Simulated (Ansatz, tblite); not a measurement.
# Hf2(OH)8 (Hf₂H₈O₈): charged states by level of theory, part 2 of 2

What does removing or adding an electron cost or gain for Hf2(OH)8 (Hf₂H₈O₈)? Each charged state is run at several levels.

Ansatz 0.2.0, Gaussian basis; as each input shows.

### 7 Charge +1 doublet, PBE0-D4/def2-TZVP

in.yaml reads:

```yaml
crystal:
  periodic: [false, false, false]
  atoms:
    - {symbol: Hf, position_ang: [-0.574907, 1.459512, 0.889511]}
    - {symbol: O, position_ang: [0.819139, 2.762577, 1.406217]}
    - {symbol: O, position_ang: [-1.590817, 2.792131, -0.150311]}
    - {symbol: O, position_ang: [-1.593807, 0.970736, 2.432952]}
    - {symbol: O, position_ang: [-1.028560, -0.008225, -0.649804]}
    - {symbol: Hf, position_ang: [0.491313, -1.555131, -0.767742]}
    - {symbol: O, position_ang: [-0.004695, -1.843569, -2.655044]}
    - {symbol: O, position_ang: [2.428284, -1.729640, -1.136533]}
    - {symbol: O, position_ang: [-0.118759, -3.053653, 0.252518]}
    - {symbol: O, position_ang: [1.008490, -0.012421, 0.677248]}
    - {symbol: H, position_ang: [1.290797, 3.563214, 1.687449]}
    - {symbol: H, position_ang: [-1.974516, 3.593799, -0.540089]}
    - {symbol: H, position_ang: [-2.143826, 0.969934, 3.229520]}
    - {symbol: H, position_ang: [-1.785477, 0.057351, -1.260751]}
    - {symbol: H, position_ang: [-0.039541, -2.038058, -3.605228]}
    - {symbol: H, position_ang: [3.277838, -2.060453, -1.471361]}
    - {symbol: H, position_ang: [-0.348386, -3.938832, 0.570582]}
    - {symbol: H, position_ang: [1.887433, 0.070718, 1.090868]}
basis:
  gaussian: {orbitals: def2-TZVP, initial_orbitals: start.molden}
total_charge: 1
magnetization: {spin_polarized: true, initial_magnetization: 1}
hamiltonian: {xc: pbe0, dispersion: d4}
scf: {omitted_lower_state_checks: [starts]}
output: {orbitals: {seedname: orbitals}}
```

On the command line:

```console
> ansatz run in.yaml --threads 2 --pin off --events-out ev --progress --plain --max-ram 20480MiB --backend cuda --devices 0, --max-vram 18GiB
```

Log:

```text
Functional definition: PBE0
  name "PBE0"
  cite "Adamo & Barone, J. Chem. Phys. 110, 6158 (1999) doi:10.1063/1.478522"
  cite "Perdew, Burke & Ernzerhof, Phys. Rev. Lett. 77, 3865 (1996) doi:10.1103/PhysRevLett.77.3865"
  parent pbe
  parameter a = 0.25
  parameter kappa = 0.804
  parameter beta = 0.06672455060314922
  exchange = (1 - a)*pbe_x(kappa = kappa, mu = beta*pi^2/3) + a*exact_x
  correlation = pbe_c(beta = beta)
these checks for a lower state are left out or cut short: starts
2346 factors; their error is unknown
mean field evaluation 1: about -19106.9154 eV, gradient 1.8e2 eV
mean field evaluation 2: about -19115.2695 eV, gradient 7.9e0 eV
mean field evaluation 4: about -19115.6974 eV, gradient 5.1e-1 eV
mean field evaluation 8: about -19115.7067 eV, gradient 2.9e-5 eV
mean field -19115.70671151 eV, -702.4892645568 hartree, gradient 1.6e-5 eV, S^2 0.764919; 0 other end points of the search recorded, 0 dependent functions left out
reference -19115.70675820 eV, -702.4892662726 hartree; 48, 47 occupied and 328, 329 virtual orbitals, 2346 factors
Total energy: -19116.04158786 eV, -702.5015710356 hartree
Checks for a lower state left out: starts
```

Wall time 10 s (1 × H100 (card shared with other runs) with 2 threads of AMD EPYC 7R13, shared host); peak host memory 0.98 GiB.

HOMO -11.55 eV, LUMO -10.73 eV (over both spins); ⟨S²⟩ 0.765 (pure: 0.75).

### 8 Charge +1 doublet, PBE-D4/def2-TZVP

in.yaml: that of step 7 with these lines changed.

```diff
@@ -25,3 +25,3 @@
 magnetization: {spin_polarized: true, initial_magnetization: 1}
-hamiltonian: {xc: pbe0, dispersion: d4}
+hamiltonian: {xc: pbe, dispersion: d4}
 scf: {omitted_lower_state_checks: [starts]}
```

Same command.

Log:

```text
Functional definition: PBE
  name "PBE"
  cite "Perdew, Burke & Ernzerhof, Phys. Rev. Lett. 77, 3865 (1996) doi:10.1103/PhysRevLett.77.3865"
  parent pbe
  parameter kappa = 0.804
  parameter beta = 0.06672455060314922
  exchange = pbe_x(kappa = kappa, mu = beta*pi^2/3)
  correlation = pbe_c(beta = beta)
these checks for a lower state are left out or cut short: starts
2250 factors; their error is unknown
mean field evaluation 1: about -19118.4089 eV, gradient 1.1e1 eV
mean field evaluation 2: about -19118.7345 eV, gradient 3.6e-1 eV
mean field evaluation 4: about -19118.7259 eV, gradient 2.3e-1 eV
mean field evaluation 8: about -19118.7262 eV, gradient 1.0e-4 eV
mean field evaluation 16: about -19118.7262 eV, gradient 8.7e-6 eV
mean field -19118.72619021 eV, -702.6002283522 hartree, gradient 8.7e-6 eV, S^2 0.753818; 0 other end points of the search recorded, 0 dependent functions left out
reference -19118.72625402 eV, -702.6002306972 hartree; 48, 47 occupied and 328, 329 virtual orbitals, 2250 factors
Total energy: -19119.10898429 eV, -702.6142957752 hartree
Checks for a lower state left out: starts
```

Wall time 6 s (1 × H100 (card shared with other runs) with 2 threads of AMD EPYC 7R13, shared host); peak host memory 1 GiB.

HOMO -10.74 eV, LUMO -10.65 eV (over both spins); ⟨S²⟩ 0.754 (pure: 0.75).

### 9 Fields of the charge +1 doublet

Orbitals, density, ELF and potential are computed afterwards from the orbital file.

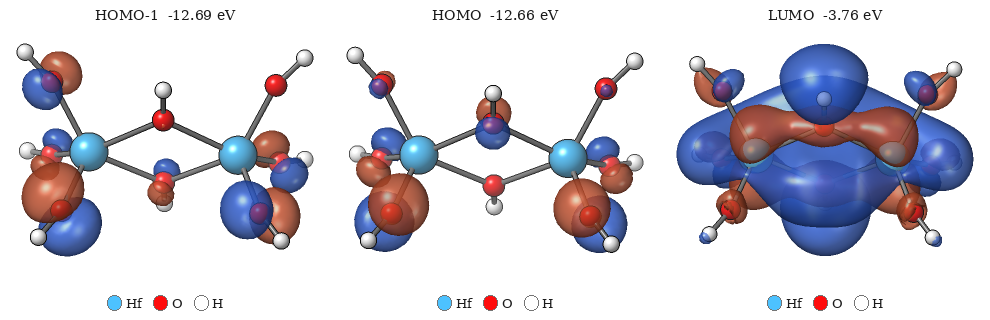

Frontier orbitals at PBE0-D4/def2-TZVP (alpha spin); each surface holds 70 % of the orbital's density, blue and red mark the sign.

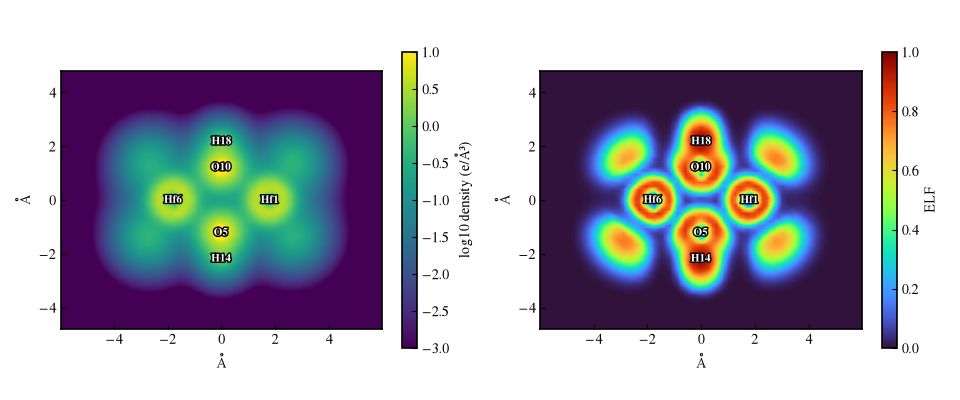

Density (left) and ELF (right) in a plane through or near 6 of the atoms.

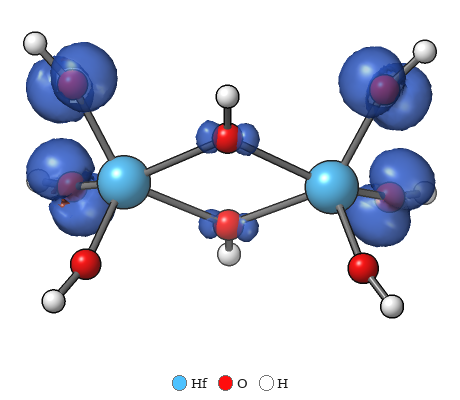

Spin density at ±0.04 e/Å³ (alpha excess blue, beta excess red).

### 10 Adiabatic ionisation energy

Charged state less starting state, singlet to doublet; the starting state's energies are those of its earlier runs.

| level | adiabatic ionisation energy (eV) | time |
| --- | --- | --- |
| PBE-D4/def2-TZVP | +8.61 | 9.4 s |
| PBE0-D4/def2-TZVP | +9.45 | 13 s |

Times add the two runs; a level without a time comes out of a correlated run.

### 11 Charge -1 doublet at the fixed geometry, PBE0-D4/def2-TZVP

in.yaml reads:

```yaml
crystal:
  periodic: [false, false, false]
  atoms:
    - {symbol: Hf, position_ang: [-0.603440, 1.476636, 0.894471]}
    - {symbol: O, position_ang: [0.936133, 2.556856, 1.507127]}
    - {symbol: O, position_ang: [-1.562677, 2.845822, -0.118380]}
    - {symbol: O, position_ang: [-1.743921, 1.047180, 2.416253]}
    - {symbol: O, position_ang: [-0.977141, 0.056124, -0.731070]}
    - {symbol: Hf, position_ang: [0.477704, -1.574496, -0.782723]}
    - {symbol: O, position_ang: [0.020372, -1.879473, -2.657738]}
    - {symbol: O, position_ang: [2.448096, -1.640641, -0.923429]}
    - {symbol: O, position_ang: [-0.173215, -3.142919, 0.173244]}
    - {symbol: O, position_ang: [0.839520, -0.151715, 0.833008]}
    - {symbol: H, position_ang: [1.120892, 3.507597, 1.540559]}
    - {symbol: H, position_ang: [-1.897283, 3.499680, -0.742086]}
    - {symbol: H, position_ang: [-1.864023, 1.128763, 3.371977]}
    - {symbol: H, position_ang: [-1.679885, 0.165897, -1.392894]}
    - {symbol: H, position_ang: [-0.171929, -1.925558, -3.600576]}
    - {symbol: H, position_ang: [3.062145, -1.939970, -1.610890]}
    - {symbol: H, position_ang: [0.045538, -3.984361, 0.595313]}
    - {symbol: H, position_ang: [1.723117, -0.045431, 1.227835]}
basis:
  gaussian: {orbitals: def2-TZVP}
total_charge: -1
magnetization: {spin_polarized: true, initial_magnetization: 1}
hamiltonian: {xc: pbe0, dispersion: d4}
scf: {omitted_lower_state_checks: [starts]}
output: {orbitals: {seedname: orbitals}}
```

Launched as before.

Log, cut to the lines that bear on the results:

```text
Functional definition: PBE0
  name "PBE0"
  cite "Adamo & Barone, J. Chem. Phys. 110, 6158 (1999) doi:10.1063/1.478522"
  cite "Perdew, Burke & Ernzerhof, Phys. Rev. Lett. 77, 3865 (1996) doi:10.1103/PhysRevLett.77.3865"
  parent pbe
[...]
2346 factors; their error is unknown
[...]
mean field -19124.14671814 eV, -702.7994290794 hartree, gradient 3.4e-5 eV, S^2 0.750605; 0 other end points of the search recorded, 0 dependent functions left out
reference -19124.14679526 eV, -702.7994319137 hartree; 49, 48 occupied and 327, 328 virtual orbitals, 2346 factors
Total energy: -19124.53175736 eV, -702.8135790099 hartree
Checks for a lower state left out: starts
```

Wall time 4.4 s (1 × H100 (card shared with other runs) with 2 threads of AMD EPYC 7R13, shared host); peak host memory 1 GiB.

Report: HOMO 2.12 eV, LUMO 3.23 eV (over both spins); ⟨S²⟩ 0.751 (pure: 0.75). Doubts: highest occupied level lies above zero.

### 12 Charge -1 doublet at the fixed geometry, PBE-D4/def2-TZVP

in.yaml: that of step 11 with these lines changed.

```diff
@@ -22,6 +22,6 @@
 basis:
-  gaussian: {orbitals: def2-TZVP}
+  gaussian: {orbitals: def2-TZVP, initial_orbitals: start.molden}
 total_charge: -1
 magnetization: {spin_polarized: true, initial_magnetization: 1}
-hamiltonian: {xc: pbe0, dispersion: d4}
+hamiltonian: {xc: pbe, dispersion: d4}
 scf: {omitted_lower_state_checks: [starts]}
```

The command is unchanged.

Log:

```text
Functional definition: PBE
  name "PBE"
  cite "Perdew, Burke & Ernzerhof, Phys. Rev. Lett. 77, 3865 (1996) doi:10.1103/PhysRevLett.77.3865"
  parent pbe
  parameter kappa = 0.804
  parameter beta = 0.06672455060314922
  exchange = pbe_x(kappa = kappa, mu = beta*pi^2/3)
  correlation = pbe_c(beta = beta)
these checks for a lower state are left out or cut short: starts
2250 factors; their error is unknown
mean field evaluation 1: about -19126.2726 eV, gradient 1.1e1 eV
mean field evaluation 2: about -19126.6094 eV, gradient 3.5e-1 eV
mean field evaluation 4: about -19126.5958 eV, gradient 9.0e-3 eV
mean field evaluation 8: about -19126.5958 eV, gradient 2.6e-5 eV
mean field -19126.59579803 eV, -702.8894311055 hartree, gradient 2.6e-5 eV, S^2 0.750421; 0 other end points of the search recorded, 0 dependent functions left out
reference -19126.59590000 eV, -702.8894348526 hartree; 49, 48 occupied and 327, 328 virtual orbitals, 2250 factors
Total energy: -19127.03578558 eV, -702.9056003496 hartree
Checks for a lower state left out: starts
```

Run time: 3.3 s. Hardware: 1 × H100 (card shared with other runs) with 2 threads of AMD EPYC 7R13, shared host; peak host memory 0.98 GiB.

Report: HOMO 2.28 eV, LUMO 2.51 eV (over both spins); ⟨S²⟩ 0.750 (pure: 0.75). Doubts: highest occupied level lies above zero.

### 13 Charge -1 doublet at the fixed geometry, ωB97M-V/def2-TZVP

in.yaml: that of step 12 with these lines changed.

```diff
@@ -25,3 +25,3 @@
 magnetization: {spin_polarized: true, initial_magnetization: 1}
-hamiltonian: {xc: pbe, dispersion: d4}
+hamiltonian: {xc: {name: wB97M-V}}
 scf: {omitted_lower_state_checks: [starts]}
```

The command is unchanged.

Log, cut to the lines that bear on the results:

```text
Functional definition: wB97M-V
  name "wB97M-V"
  cite "Mardirossian & Head-Gordon, J. Chem. Phys. 144, 214110 (2016) doi:10.1063/1.4952647"
  cite "Becke, J. Chem. Phys. 107, 8554 (1997) doi:10.1063/1.475007"
  cite "Vydrov & Van Voorhis, J. Chem. Phys. 133, 244103 (2010) doi:10.1063/1.3521275"
  # Of w^i u^j: cxij and so on, Table III.
[...]
  gx(w, u) = 1 - cx + cx01*u + cx10*w
  gss(w, u) = css00 + css04*u^4 + css10*w + css20*w^2 + css43*w^4*u^3
  gos(w, u) = cos00 + cos10*w + (cos20 + cos21*u)*w^2 + (cos60 + cos61*u)*w^6
[...]
      + integral(e_c_pw_mod_opposite_spin*gos(b97_w_opposite, b97_u_opposite)) + vv10(b, c)
[...]
2276 factors; their error is unknown
544 factors; integrals over basis functions are off by at most 6.8e-6 eV
[...]
mean field -19133.47767104 eV, -703.1423352738 hartree, gradient 2.3e-5 eV, S^2 0.750554; 0 other end points of the search recorded, 0 dependent functions left out
reference -19133.47776477 eV, -703.1423387183 hartree; 49, 48 occupied and 327, 328 virtual orbitals, 2276 factors
Total energy: -19133.47776477 eV, -703.1423387183 hartree
Checks for a lower state left out: starts
```

Run time: 9 s. Hardware: 1 × H100 (card shared with other runs) with 2 threads of AMD EPYC 7R13, shared host; peak host memory 1.5 GiB.

From the report: HOMO 1.33 eV, LUMO 4.31 eV (over both spins); ⟨S²⟩ 0.751 (pure: 0.75). Doubts: highest occupied level lies above zero.

### 14 Vertical electron affinity

Starting state less charged state (positive: the electron is bound), singlet to doublet; the starting state's energies are those of its earlier runs.

| level | vertical electron affinity (eV) | time |
| --- | --- | --- |
| PBE-D4/def2-TZVP | -0.69 | 6.7 s |
| PBE0-D4/def2-TZVP | -0.96 | 6.9 s |
| ωB97M-V/def2-TZVP | -1.28 | 15 s |

Times add the two runs; a level without a time comes out of a correlated run.

Beside −ε(LUMO) of the starting state:

| level | −ε(LUMO) (eV) | by difference (eV) | mismatch (eV) |
| --- | --- | --- | --- |
| PBE-D4/def2-TZVP | 0.88 | -0.69 | +1.56 |
| PBE0-D4/def2-TZVP | 0.15 | -0.96 | +1.11 |
| ωB97M-V/def2-TZVP | -1.04 | -1.28 | +0.24 |

### 15 What came out

What follows sums up all 2 parts.

```
                                             quantity                                 value
 vertical ionisation energy, functionals in def2-TZVP   8.82 (PBE-D4) to 10.66 eV (ωB97M-V)
adiabatic ionisation energy, functionals in def2-TZVP    8.61 (PBE-D4) to 9.45 eV (PBE0-D4)
 vertical electron affinity, functionals in def2-TZVP  -1.28 (ωB97M-V) to -0.69 eV (PBE-D4)
      relaxation of the cation side, PBE-D4/def2-TZVP                               0.21 eV
```

The vertical ionisation energy spans 8.82 to 10.66 eV over the functionals. −ε(HOMO) misses the level's own difference by +0.01 eV at best (ωB97M-V) and -2.26 eV at worst (PBE-D4). The adiabatic ionisation energy spans 8.61 to 9.45 eV over the functionals. The vertical electron affinity spans -1.28 to -0.69 eV over the functionals. A negative affinity means an unbound electron, held by the basis alone. −ε(LUMO) misses the level's own difference by +0.24 eV at best (ωB97M-V) and +1.56 eV at worst (PBE-D4). Relaxing the oxidised state gains 0.21 eV at PBE-D4/def2-TZVP. The charged states' spins were chosen beforehand and needn't be their lowest.
